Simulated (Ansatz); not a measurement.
## Fields on a plane of V2O5 (space group Pmmn)

```yaml
crystal:
  lattice:
    - [3.53722, 0.00000, 0.00000]
    - [0.00000, 11.51452, 0.00000]
    - [0.00000, 0.00000, 4.36514]
  atoms:
    - { symbol: V, position: [0.00000, 0.14857, 0.88759] }
    - { symbol: V, position: [0.00000, 0.85143, 0.88759] }
    - { symbol: V, position: [0.50000, 0.35143, 0.11241] }
    - { symbol: V, position: [0.50000, 0.64857, 0.11241] }
    - { symbol: O, position: [0.00000, 0.00000, 0.99347] }
    - { symbol: O, position: [0.50000, 0.50000, 0.00653] }
    - { symbol: O, position: [0.00000, 0.14629, 0.52609] }
    - { symbol: O, position: [0.00000, 0.85371, 0.52609] }
    - { symbol: O, position: [0.50000, 0.35371, 0.47391] }
    - { symbol: O, position: [0.50000, 0.64629, 0.47391] }
    - { symbol: O, position: [0.50000, 0.18156, 0.99380] }
    - { symbol: O, position: [0.50000, 0.81844, 0.99380] }
    - { symbol: O, position: [0.00000, 0.31844, 0.00620] }
    - { symbol: O, position: [0.00000, 0.68156, 0.00620] }
```

The slice is a (001) plane (indices of the conventional cell) through the point (0.500, 0.646, 0.474) (fractional), spanned by u = [100] and v = [010] in vectors of this cell: u (3.54 Å) and v (11.51 Å, at 90° to u). It covers one period; positions are fractions (u, v).

Atoms on it: O at (0.50, 0.50), 0.2 Å off the plane; O at (0.50, 0.21), 0.2 Å off the plane; O at (0.00, 0.71); O at (0.00, 0.00). Other atoms lie within 1 Å of the plane.

Computed with PBEsol (plane waves to 420 eV, PAW, scalar-relativistic; Ansatz, a program for electronic structure). k mesh 8×3×6. Inside the PAW spheres the values are not all-electron values, and peaks at nuclei hang on which shells count as valence. V2O5 is run without spin polarisation. V2O5 was relaxed with its symmetry unable to fall. At some points atoms come closer than 0.75 of their covalent radii's sum; values there are unchecked.

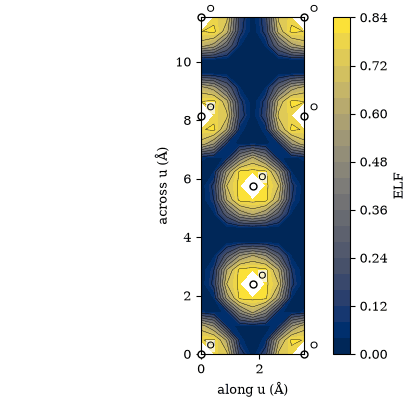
Fig. 1. Electron localisation function (ELF), one period of the plane, atoms marked. Points within 0.3 Å of a nucleus are left white, as the pseudised field means little there.

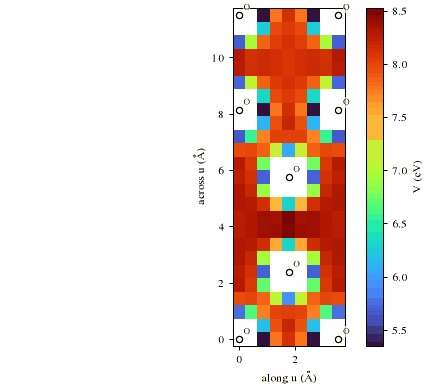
Figure: Electrostatic potential energy of an electron, from the cell's mean, in eV, one period of the plane, atoms marked. Points within 0.7 Å of a nucleus are left white, as the pseudised field means little there. The zero, the cell's mean, hangs on the PAW cores.
